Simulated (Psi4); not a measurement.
**CCSD(T)/def2-TZVPP run of AlH2F (SMILES [H][Al]([H])[F])**

Aim: the vertical ionisation energy of AlH2F at CCSD(T)/def2-TZVPP, from 2 runs. 

The calculation is run with Psi4 1.11.

1 further run of the same task is left out (set aside as unsound or not needed).

### 1 The structure to begin with

The species is AlH2F (4 atoms), meant as a singlet with charge 0. As SMILES, `[H][Al]([H])[F]`. Geometry: a GFN2-xTB relaxation, a rough one for these elements and not checked as a minimum.

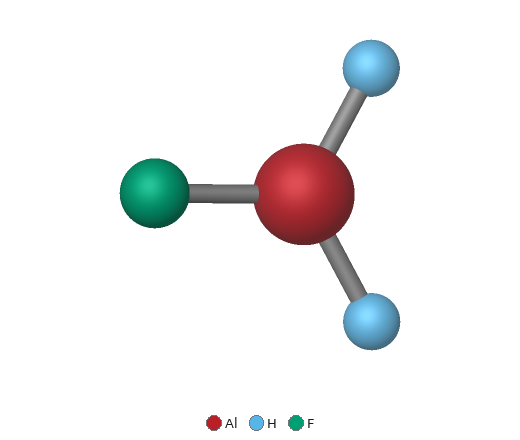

Viewed from a chosen angle; aluminium red, hydrogen blue, fluorine teal.

### 2 A single-point energy at CCSD(T)/def2-TZVPP

Contents of input.json:

```json
{
 "schema_name": "qcschema_input",
 "schema_version": 1,
 "molecule": {
  "schema_name": "qcschema_molecule",
  "schema_version": 2,
  "symbols": ["Al", "H", "H", "F"],
  "geometry": [0.03703863, 0.06175625, 0.00177634, 2.92323624, -0.03376941, 0.02660734, -1.39648871, 2.56779765, -0.03669848, -1.56378616, -2.5957845, 0.00831479],
  "molecular_charge": 0,
  "molecular_multiplicity": 1,
  "fix_symmetry": "c1",
  "fix_com": true,
  "fix_orientation": true
 },
 "driver": "energy",
 "model": {
  "method": "ccsd(t)",
  "basis": "def2-TZVPP"
 },
 "keywords": {
  "puream": true,
  "e_convergence": 1e-09,
  "d_convergence": 1e-08,
  "scf_type": "pk",
  "num_frozen_docc": 6
 }
}
```

Run with:

```bash
$ psi4 --qcschema input.json -n 1 --memory 1600MB
```

stdout:

```text
[...]
  Running in c1 symmetry.
[...]
  Nuclear repulsion =   50.398213586904838
[...]
  Multiplicity = 1
[...]
  Nalpha       = 12
  Nbeta        = 12
[...]
    Number of basis functions: 101
[...]
   @RHF iter   1:  -342.58775394538134   -8.51132e-01   3.84271e-03 DIIS/ADIIS
[...]
   @RHF iter   9:  -342.63599780668699   -3.00702e-11   9.84588e-09 DIIS
[...]
    Orbital Energies [Eh]
    ---------------------
    Doubly Occupied:
       1A    -58.485047     2A    -26.252502     3A     -4.901990
       4A     -3.217785     5A     -3.216057     6A     -3.215036
       7A     -1.539696     8A     -0.682770     9A     -0.627899
      10A     -0.623021    11A     -0.537332    12A     -0.445891
[...]
  @RHF Final Energy:  -342.63599780668699
   => Energetics <=
    Nuclear Repulsion Energy =             50.3982135869048378
    One-Electron Energy =                -578.5783706118967302
    Two-Electron Energy =                 185.5441592183049124
    Total Energy =                       -342.6359978066869871
[...]
 Multipole Moments:
 ------------------------------------------------------------------------------------
     Multipole            Electronic (a.u.)      Nuclear  (a.u.)        Total (a.u.)
 ------------------------------------------------------------------------------------
 L = 1.  Multiply by 2.5417464519 to convert [e a0] to [Debye]
 Dipole X            :         12.3337255          -12.0658257            0.2678998
 Dipole Y            :         20.4703692          -20.0252010            0.4451682
 Dipole Z            :         -0.0858640            0.0878344            0.0019704
 Magnitude           :                                                    0.5195661
[...]
      * MP2 total energy                      = -342.973498330099176
[...]
      * CCSD total energy                     = -342.988141755539061
[...]
      * CCSD(T) total energy                  = -342.996631885547629
[...]
```

The result, in JSON:

```text
{
 "driver": "energy",
 "model": {
  "method": "ccsd(t)",
  "basis": "def2-TZVPP"
 },
 "success": true,
 "return_result": -342.99663188554763,
 "properties": {
  "calcinfo_nbasis": 101,
  "calcinfo_nmo": 101,
  "calcinfo_nalpha": 12,
  "calcinfo_nbeta": 12,
  "calcinfo_natom": 4,
  "nuclear_repulsion_energy": 50.39821358690484,
  "return_energy": -342.99663188554763,
  "scf_one_electron_energy": -578.5783706118967,
  "scf_two_electron_energy": 185.5441592183049,
  "scf_dipole_moment": [0.2678998181600143, 0.44516815403125065, 0.0019704193019353666],
  "scf_total_energy": -342.635997806687,
  "scf_iterations": 9,
  "mp2_same_spin_correlation_energy": -0.07558077231173171,
  "mp2_opposite_spin_correlation_energy": -0.2619197510993567,
  "mp2_singles_energy": -6.344752267632881e-28,
  "mp2_doubles_energy": -0.33750052341108844,
  "mp2_correlation_energy": -0.33750052341108844,
  "mp2_total_energy": -342.9734983300992,
  "ccsd_same_spin_correlation_energy": -0.06777134259276824,
  "ccsd_opposite_spin_correlation_energy": -0.2843726062582488,
  "ccsd_singles_energy": 0.0,
  "ccsd_doubles_energy": -0.352143948851017,
  "ccsd_correlation_energy": -0.3521439488510168,
  "ccsd_total_energy": -342.98814175553906,
  "ccsd_iterations": 16,
  "ccsd_prt_pr_correlation_energy": -0.36063407885957155,
  "ccsd_prt_pr_total_energy": -342.99663188554763
 }
}
```

Wall time 37 s (1 thread of AMD EPYC 7R43 (Zen 3), shared host); peak memory 1.1 GiB.

### 3 The doublet cation, same level

Contents of alfh2.py:

```python
import psi4

psi4.set_memory('1600 MB')
psi4.set_num_threads(1)
psi4.set_output_file('run.log', False)

m = psi4.geometry("""
1 2
Al     0.019600     0.032680     0.000940
H      1.546910    -0.017870     0.014080
H     -0.738990     1.358820    -0.019420
F     -0.827520    -1.373630     0.004400
symmetry c1
""")

psi4.set_options({
    'reference': 'uhf',
    'puream': True,
    'e_convergence': 1e-09,
    'd_convergence': 1e-08,
    'scf_type': 'pk',
    'num_frozen_docc': 6,
    'maxiter': 200,
})

e_tot, wfn = psi4.energy("ccsd(t)/def2-TZVPP", return_wfn=True)
print(f'total energy {e_tot:.8f} hartree = {e_tot * 27.211386:.5f} eV')
```

Run with:

```bash
$ python alfh2.py
```

run.log:

```text
[...]
  Running in c1 symmetry.
[...]
  Nuclear repulsion =   50.398213572615205
[...]
  Multiplicity = 2
[...]
  Nalpha       = 12
  Nbeta        = 11
[...]
    Number of basis functions: 101
[...]
   @UHF iter   1:  -342.13549722987472   -3.98875e-01   4.11610e-03 ADIIS/DIIS
[...]
   @UHF iter  16:  -342.22612009174452   -1.69393e-11   5.05781e-09 DIIS
[...]
   @S^2 Observed:                8.282660012E-01
[...]
    Orbital Energies [Eh]
    ---------------------
    Alpha Occupied:
       1A    -58.804185     2A    -26.481295     3A     -5.216982
       4A     -3.537325     5A     -3.531286     6A     -3.529105
       7A     -1.762164     8A     -0.958246     9A     -0.881363
      10A     -0.871739    11A     -0.842320    12A     -0.833730
    Alpha Virtual:
      13A     -0.182237    14A     -0.122550    15A     -0.105723
      16A     -0.032383    17A     -0.010303    18A      0.006622
      19A      0.056124    20A      0.083073    21A      0.092745
      22A      0.114074    23A      0.144580    24A      0.180384
      25A      0.223048    26A      0.317749    27A      0.342988
[...]
  @UHF Final Energy:  -342.22612009174452
   => Energetics <=
    Nuclear Repulsion Energy =             50.3982135726152052
    One-Electron Energy =                -571.8283125150518345
    Two-Electron Energy =                 179.2039788506921241
    Total Energy =                       -342.2261200917445194
  UHF NO Occupations:
  HONO-2 :   10  A 1.9998517
  HONO-1 :   11  A 1.9602664
[...]
 Multipole Moments:
 ------------------------------------------------------------------------------------
     Multipole            Electronic (a.u.)      Nuclear  (a.u.)        Total (a.u.)
 ------------------------------------------------------------------------------------
 L = 1.  Multiply by 2.5417464519 to convert [e a0] to [Debye]
 Dipole X            :         -0.2087209            1.5211152            1.3123943
 Dipole Y            :         -0.3488985            2.5246823            2.1757838
 Dipole Z            :          0.0053650           -0.0100376           -0.0046726
 Magnitude           :                                                    2.5409517
[...]
      * MP2 total energy                      = -342.539894847539642
[...]
      * CCSD total energy                     = -342.553962859097339
[...]
      * CCSD(T) total energy                     = -342.563585439843507
```

On the terminal:

```text
total energy -342.56358544 hartree = -9321.62995 eV
```

Wall time 1.7 min (1 thread of AMD EPYC 7R43 (Zen 3), shared host); peak memory 1.2 GiB.

### 4 What came out

At CCSD(T)/def2-TZVPP, 6 core orbitals frozen:

| quantity | value |
| --- | --- |
| singlet AlH2F: total energy | -342.99663 Eh |
| singlet AlH2F: HOMO energy (Hartree–Fock orbitals) | -12.13 eV |
| singlet AlH2F: LUMO energy (Hartree–Fock orbitals) | 1.26 eV |
| singlet AlH2F: HOMO–LUMO gap (Hartree–Fock orbitals) | 13.39 eV |
| singlet AlH2F: correlation energy (6 core orbitals frozen) | -360.6 mEh |
| singlet AlH2F: (T) correction | -8.49 mEh |
| singlet AlH2F: T1 diagnostic | 0.012 |
| doublet cation: total energy | -342.56359 Eh |
| doublet cation: HOMO energy (Hartree–Fock orbitals) (highest over α and β) | -20.02 eV |
| doublet cation: LUMO energy (Hartree–Fock orbitals) (lowest over α and β) | -10.26 eV |
| doublet cation: correlation energy (6 core orbitals frozen) | -337.5 mEh |
| doublet cation: (T) correction | -9.62 mEh |
| doublet cation: ⟨S²⟩ of the reference determinant | 0.828 |
| doublet cation: T1 diagnostic | 0.040 |
| vertical ionisation energy (to the doublet cation) | 11.784 eV |

**Reading.** The vertical ionisation energy comes to 11.78 eV (1137 kJ/mol). The triples (singlet AlH2F) make up 2.4 % of the correlation energy. The triples (doublet cation) make up 2.9 % of the correlation energy.
